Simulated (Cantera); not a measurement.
Input: 1 mol Si2H6, a varied amount of O2, equilibrated at 1573 K and 0.420 bar.

Equilibrium computed with Cantera from the NASA thermochemical tables; the gas is ideal and each condensed phase is pure. Candidate condensed phases: H2O, Si, SiO2; 18 gas species. The feed counts by its element totals alone. Mutual solubility and eutectic melting of coexisting phases are not modelled. The tables hold silica as quartz up to 1696 K and as liquid above; real silica turns to tridymite and cristobalite and melts near 1996 K. Gases not in the tables: Si(OH)4. Kinetics and transport are ignored.

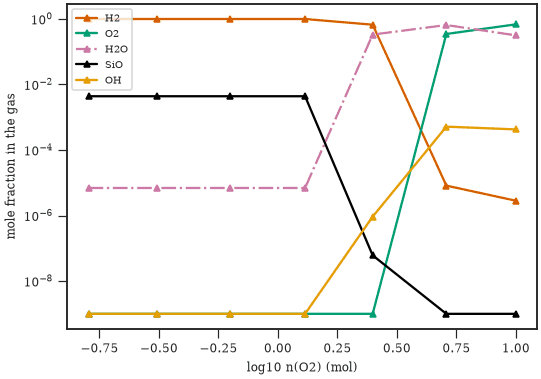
Figure: Equilibrium gas composition (values under 1e-9 drawn at 1e-9)

From 0.16 mol O2 to 1.3 mol O2 the condensed part is Si(s) + SiO2(β-quartz). From 2.5 mol O2 to 10 mol O2 the condensed part is SiO2(β-quartz).
